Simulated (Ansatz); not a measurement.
**Converging the plane-wave cutoff: Ca3BiP (P4mm, 5 atoms in the cell)**

```yaml
crystal:
  lattice:
    - [5.40122, 0.00000, 0.00000]
    - [0.00000, 5.40122, 0.00000]
    - [0.00000, 0.00000, 5.40122]
  atoms:
    - { symbol: Ca, position: [0.00926, 0.50000, 0.50000] }
    - { symbol: Ca, position: [0.50000, 0.00000, 0.50000] }
    - { symbol: Ca, position: [0.50000, 0.50000, 0.00000] }
    - { symbol: Bi, position: [0.00000, 0.00000, 0.00000] }
    - { symbol: P, position: [0.50000, 0.50000, 0.50000] }
```

Method: PBEsol, default PAW files made with PBE (plane waves; Ansatz, an electronic-structure program).

Base settings: basis.ecutwfc = 30.9 Ry; kpoints.mp_grid.grid = 5 5 5; hamiltonian.xc = pbesol; hamiltonian.pseudopotentials = {kind: paw} (the program's default PAW files); scf.occupations.method = fermi_dirac; scf.occupations.width = 0.0073 Ry.

The second cell is the first with its lattice scaled by 0.98.

The mesh stays at the base's, so the ladder's end is converged at best in this setting alone.

The first pressure column holds Ansatz's estimate of the finite-basis (Pulay) stress, which hides part of the cutoff error; the other is without it.

Only quantities that move along the ladder and can be compared are tabulated.

The count of work is k-points × plane waves × bands × iterations; it is no time. 

The starting cell comes from a database of computed structures (which also holds hypothetical and non-ambient phases and stackings), without a prior relaxation at this level. Its lattice was rescaled by up to half a per cent. One atom was moved a little off its site on purpose. A gap is left out here, as mesh or smearing make it unsure.

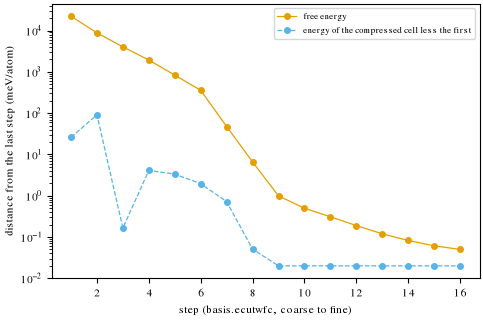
Figure. Distance from the last step along the ladder; very small values are drawn at a floor.

| basis.ecutwfc | free energy less the last step's (meV/atom) | energy of the compressed cell less the first (meV/atom) | pressure (GPa) | pressure without the Pulay estimate (GPa) | largest difference of a force vector from the last step's (eV/Å) | count of work / last |
|---|---|---|---|---|---|---|
| 10.7 Ry | 22193.38 | 27.83 | -0.87 | -408.36 | 0.155 | 0.081 |
| 12.5 Ry | 8790.31 | 92.82 | -0.92 | -193.59 | 0.025 | 0.087 |
| 14 Ry | 4031.73 | 1.82 | -0.42 | -100.66 | 0.020 | 0.094 |
| 15.4 Ry | 1933.04 | 6.07 | 0.35 | -54.43 | 0.026 | 0.11 |
| 16.9 Ry | 832.56 | 5.32 | -0.33 | -27.16 | 0.024 | 0.13 |
| 18.4 Ry | 357.35 | 3.93 | -0.92 | -13.73 | 0.014 | 0.12 |
| 21.7 Ry | 47.43 | 2.70 | -0.97 | -3.23 | 0.005 | 0.16 |
| 24.6 Ry | 6.58 | 2.03 | -0.98 | -1.36 | 0.000 | 0.18 |
| 27.9 Ry | 0.99 | 2.00 | -0.99 | -1.03 | 0.000 | 0.23 |
| 30.9 Ry | 0.50 | 1.98 | -0.99 | -1.00 | 0.000 | 0.27 |
| 33.8 Ry | 0.31 | 1.98 | -0.99 | -1.00 | 0.000 | 0.31 |
| 37.1 Ry | 0.19 | 1.98 | -0.99 | -0.99 | 0.000 | 0.35 |
| 41.5 Ry | 0.12 | 1.98 | -0.99 | -0.99 | 0.000 | 0.42 |
| 46.3 Ry | 0.08 | 1.98 | -0.99 | -0.99 | 0.000 | 0.50 |
| 54 Ry | 0.06 | 1.98 | -0.99 | -0.99 | 0.000 | 0.62 |
| 61.7 Ry | 0.03 | 1.98 | -0.99 | -0.99 | 0.000 | 0.76 |
| 74.2 Ry | 0.00 | 1.98 | -0.99 | -0.99 | 0.000 | 1.0 |

Coarsest basis.ecutwfc that holds the energy of the compressed cell less the first within 0.2 meV/atom of the last step, with all finer ones: 24.6 Ry, at 0.18 of the last step's count of work; the step before is off by 0.72 meV/atom.

Coarsest basis.ecutwfc that holds the pressure without the Pulay estimate within 0.1 GPa of the last step, with all finer ones: 27.9 Ry, at 0.23 of the last step's count of work; the step before is off by 0.37 GPa.

Coarsest basis.ecutwfc that holds the forces within 0.01 eV/Å of the last step, with all finer ones: 21.7 Ry, at 0.16 of the last step's count of work; the step before is off by 0.014 eV/Å.

The energy difference between the two cells stays within 1 meV/atom of the last step's from 21.7 Ry on, the total only from 27.9 Ry on: much of the error is common to both cells and cancels.

At the lowest cutoff the pressure without the Pulay estimate lies 407 GPa under the last step's, the usual sign of Pulay stress in an incomplete plane-wave basis.

Keys are those of Ansatz 0.2.
